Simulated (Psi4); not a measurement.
# B2PLYP/cc-pCVTZ (density fitting, density fitting for correlation, sweep point 4) run of AlH3SO (SMILES [OH][AlH][SH])

What is the vertical electron affinity of AlH3SO at B2PLYP/cc-pCVTZ (density fitting, density fitting for correlation, sweep point 4)? Input form: a Python script.

The calculation is run with Psi4 1.11.

**1. Starting point**

AlH3SO: 6 atoms, total charge 0, spin state singlet. SMILES: `[OH][AlH][SH]`. The shape is that of a PBE0-D4/def2-TZVP optimisation. This is one conformer, not always the lowest.

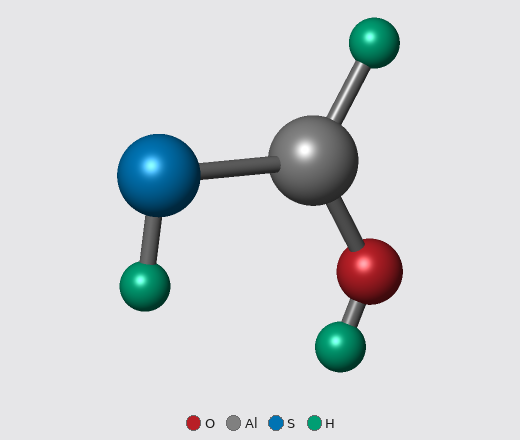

Viewed from a chosen angle; oxygen red, aluminium grey, sulfur blue, hydrogen teal.

**2. The energy at B2PLYP/cc-pCVTZ (density fitting, density fitting for correlation, sweep point 4)**

job.py reads:

```python
import psi4

psi4.set_memory('1600 MB')
psi4.set_num_threads(1)
psi4.set_output_file('alh3os.out', False)

mol = psi4.geometry("""
0 1
O     -2.09551730    -1.00363354    -1.67240762
Al     0.50474585     0.73850497    -1.04123909
S      2.32096163     0.72886737     2.66867123
H     -2.95628755    -2.08965915    -0.51721804
H      1.64160508     2.41204643    -3.20894393
H      0.66404976    -0.90706854     3.68364313
units au
symmetry c1
""")

psi4.set_options({
    'puream': True,
    'scf_type': 'df',
    'dft_radial_points': 99,
    'dft_spherical_points': 590,
    'num_frozen_docc': 0,
})

energy_value, wavefunction = psi4.energy("b2plyp/cc-pCVTZ", molecule=mol, return_wfn=True)
print(f'total energy {energy_value:.8f} hartree = {energy_value * 27.211386:.5f} eV')
```

Run with:

```
$ python job.py
```

alh3os.out:

```text
[...]
  Running in c1 symmetry.
[...]
  Nuclear repulsion =  131.686377988683972
[...]
  Multiplicity = 1
[...]
  Nalpha       = 20
  Nbeta        = 20
[...]
    Number of basis functions: 203
[...]
   @DF-RKS iter   1:  -717.15821347225062   -5.69983e-01   3.83130e-03 ADIIS/DIIS
[...]
   @DF-RKS iter   8:  -717.35660428193398   -4.05429e-08   3.74955e-07 DIIS
[...]
    Orbital Energies [Eh]
    ---------------------
    Doubly Occupied:
       1A    -90.141742     2A    -57.063619     3A    -19.715036
       4A     -8.351835     5A     -6.197865     6A     -6.195171
       7A     -6.193781     8A     -4.459889     9A     -2.917004
      10A     -2.913572    11A     -2.912126    12A     -1.121080
      13A     -0.820590    14A     -0.592651    15A     -0.481030
      16A     -0.444447    17A     -0.409753    18A     -0.403850
      19A     -0.356740    20A     -0.322298
[...]
  @DF-RKS Final Energy:  -717.35660428193398
   => Energetics <=
    Nuclear Repulsion Energy =            131.6863779886839723
    One-Electron Energy =               -1255.5729931599894371
    Two-Electron Energy =                 432.3806432570652305
    DFT Exchange-Correlation Energy =     -25.8506323676937377
    Empirical Dispersion Energy =           0.0000000000000000
    VV10 Nonlocal Energy =                  0.0000000000000000
    Total Energy =                       -717.3566042819339827
[...]
 Multipole Moments:
 ------------------------------------------------------------------------------------
     Multipole            Electronic (a.u.)      Nuclear  (a.u.)        Total (a.u.)
 ------------------------------------------------------------------------------------
 L = 1.  Multiply by 2.5417464519 to convert [e a0] to [Debye]
 Dipole X            :          0.8560773           -1.2411211           -0.3850438
 Dipole Y            :          0.5836976           -0.9906190           -0.4069214
 Dipole Z            :          0.1841530            0.1271209            0.3112739
 Magnitude           :                                                    0.6408863
[...]
```

On the terminal:

```text
total energy -717.72381096 hartree = -19530.25966 eV
```

Run time: 16 s. Hardware: 1 thread of Intel Xeon 6975P-C (Granite Rapids), shared host; peak memory 1 GiB.

**3. The doublet anion**

job.py reads:

```python
import psi4

psi4.set_memory('1600 MB')
psi4.set_num_threads(1)
psi4.set_output_file('output.dat', False)

mol = psi4.geometry("""
-1 2
O     -2.09551730    -1.00363354    -1.67240762
Al     0.50474585     0.73850497    -1.04123909
S      2.32096163     0.72886737     2.66867123
H     -2.95628755    -2.08965915    -0.51721804
H      1.64160508     2.41204643    -3.20894393
H      0.66404976    -0.90706854     3.68364313
units au
symmetry c1
""")

options = {'basis': 'cc-pCVTZ', 'reference': 'uks', 'puream': True, 'scf_type': 'df', 'dft_radial_points': 99, 'dft_spherical_points': 590, 'num_frozen_docc': 0, 'maxiter': 100}
psi4.set_options(options)

result, w = psi4.energy('b2plyp', return_wfn=True)
print(f'total energy {result:.8f} hartree = {result * 27.211386:.5f} eV')
```

Run with:

```
$ python job.py
```

output.dat:

```text
[...]
  Running in c1 symmetry.
[...]
  Nuclear repulsion =  131.686377988683972
[...]
  Multiplicity = 2
[...]
  Nalpha       = 21
  Nbeta        = 20
[...]
    Number of basis functions: 203
[...]
   @DF-UKS iter   1:  -717.04321948584970   -4.54989e-01   4.11760e-03 ADIIS/DIIS
[...]
   @DF-UKS iter   9:  -717.30673357365959   -2.09904e-07   5.77841e-07 DIIS
[...]
   @S^2 Observed:                7.573468223E-01
[...]
    Orbital Energies [Eh]
    ---------------------
    Alpha Occupied:
       1A    -89.948173     2A    -56.827949     3A    -19.514298
       4A     -8.158894     5A     -6.005384     6A     -6.002007
       7A     -6.001314     8A     -4.226293     9A     -2.684228
      10A     -2.680944    11A     -2.679254    12A     -0.927756
      13A     -0.632846    14A     -0.396025    15A     -0.292322
      16A     -0.252915    17A     -0.224323    18A     -0.203821
      19A     -0.159201    20A     -0.141945    21A      0.084802
    Alpha Virtual:
      22A      0.192199    23A      0.222717    24A      0.245756
      25A      0.277398    26A      0.305241    27A      0.341410
[...]
  @DF-UKS Final Energy:  -717.30673357365959
   => Energetics <=
    Nuclear Repulsion Energy =            131.6863779886839723
    One-Electron Energy =               -1263.6711143066040677
    Two-Electron Energy =                 440.6249650961778457
    DFT Exchange-Correlation Energy =     -25.9469623519172856
    Empirical Dispersion Energy =           0.0000000000000000
    VV10 Nonlocal Energy =                  0.0000000000000000
    Total Energy =                       -717.3067335736594714
[...]
 Multipole Moments:
 ------------------------------------------------------------------------------------
     Multipole            Electronic (a.u.)      Nuclear  (a.u.)        Total (a.u.)
 ------------------------------------------------------------------------------------
 L = 1.  Multiply by 2.5417464519 to convert [e a0] to [Debye]
 Dipole X            :          0.7151996           -1.2411211           -0.5259214
 Dipole Y            :          0.0383308           -0.9906190           -0.9522882
 Dipole Z            :          1.2885471            0.1271209            1.4156680
 Magnitude           :                                                    1.7853744
[...]
```

On the terminal:

```text
total energy -717.67893222 hartree = -19529.03845 eV
```

Run time: 24 s. Hardware: 1 thread of Intel Xeon 6975P-C (Granite Rapids), shared host; peak memory 1 GiB.

**4. Results**

At B2PLYP/cc-pCVTZ (density fitting, density fitting for correlation, sweep point 4):

| quantity | value |
| --- | --- |
| singlet AlH3SO: total energy | -717.72381 Eh |
| singlet AlH3SO: HOMO energy (SCF part's orbitals) | -8.77 eV |
| singlet AlH3SO: LUMO energy (SCF part's orbitals) | 0.47 eV |
| singlet AlH3SO: HOMO–LUMO gap (SCF part's orbitals) | 9.24 eV |
| doublet anion: total energy | -717.67893 Eh |
| doublet anion: HOMO energy (SCF part's orbitals) (highest over α and β) | 2.31 eV |
| doublet anion: LUMO energy (SCF part's orbitals) (lowest over α and β) | 5.23 eV |
| doublet anion: ⟨S²⟩ | 0.757 |
| vertical electron affinity (to the doublet anion) | -1.221 eV |

**Reading.** The anion lies 1.22 eV (28 kcal/mol) above the neutral: the electron isn't bound at this level, and such a value depends on the basis. Without diffuse functions anions come out too high. The HOMO (doublet anion) lies at positive energy, 2.31 eV; only total energies tell whether the electron is bound.
